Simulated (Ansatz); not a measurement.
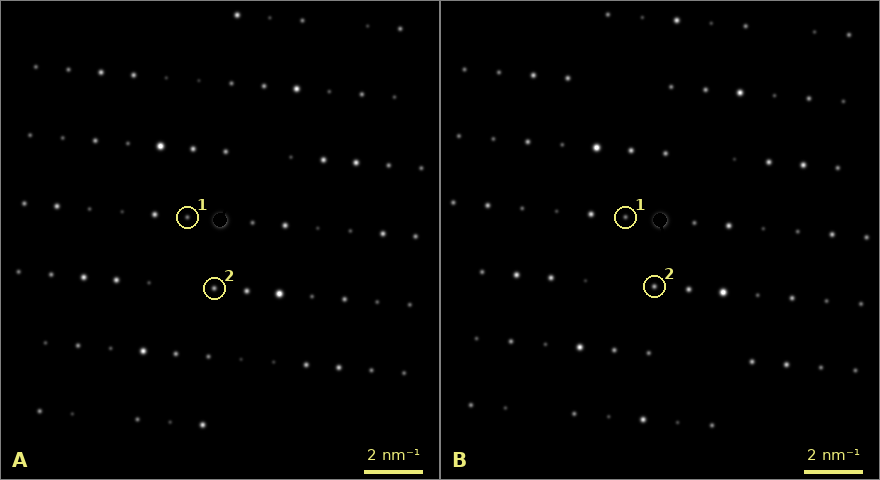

Kinematic electron diffraction patterns (200 kV, B = 0.5 Å², same scale) along [100] of the run's own cell, for the start and the end of one relaxation of Tl2Br3 with DFT r2SCAN, scalar-relativistic, plane waves, PAW (Ansatz 0.2.0). k mesh 12×12×6. The start is a generated model structure, and the relaxation ends in the nearest stationary point of its symmetry, not necessarily the ground state. Spot 1 is 0 0 -1 and spot 2 is 0 1 0 in both.

Start structure:

```
Tl Br
1.0
     4.93887    0.00000    0.00000
    -2.46944    4.27719    0.00000
     0.00000    0.00000    8.26255
Tl Br
2 3
Direct
  0.33333 0.66667 0.20501
  0.66667 0.33333 0.79499
  0.00000 0.00000 0.00000
  0.33333 0.66667 0.65919
  0.66667 0.33333 0.34081
```

Question: Which pattern belongs to the start structure, and which to the relaxed one?

Answer: B is the start: its cell gives d(1) = 8.263 Å, d(2) = 4.277 Å and an angle of 90.0°. A is the relaxed structure, with d(1) = 8.730 Å (+5.7 %), d(2) = 4.166 Å (-2.6 %) and 90.0°.

Question: What did the relaxation do to the structure and the energy?

Answer: The volume changed by +0.2 % to 34.99 Å³ an atom; with the mean shift removed, the atoms moved by up to 0.06 Å relative to the cell (Br most); the space group stayed P-3m1 (No. 164); the free energy fell by 1.4 meV an atom. Relaxed cell: a = 4.811 Å, b = 4.811 Å, c = 8.730 Å, α = 90.00°, β = 90.00°, γ = 120.00°.
